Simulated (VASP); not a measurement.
Band structure of Pt (fcc). These are rev-vdW-DF2, VASP's PBE PAW potentials (set 64) (plane waves; VASP) values and carry that method's errors.

Unless said otherwise, spin-orbit coupling is left out, though it shifts the bands of the heavy elements here.

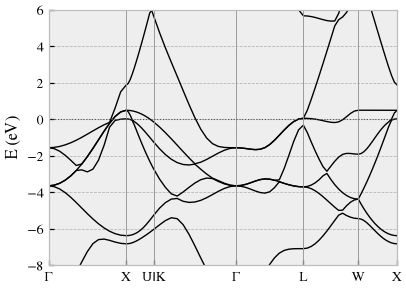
Bands along high-symmetry lines, zero at the valence-band maximum or, without a gap, the Fermi level

### Question
Read the plot: is there a gap, and where are the band edges?

### Answer
It has no gap at this level: it comes out as a metal or semimetal. (Edges off the drawn lines would not show.)

The compound is Pt in the fcc structure. It was relaxed first.
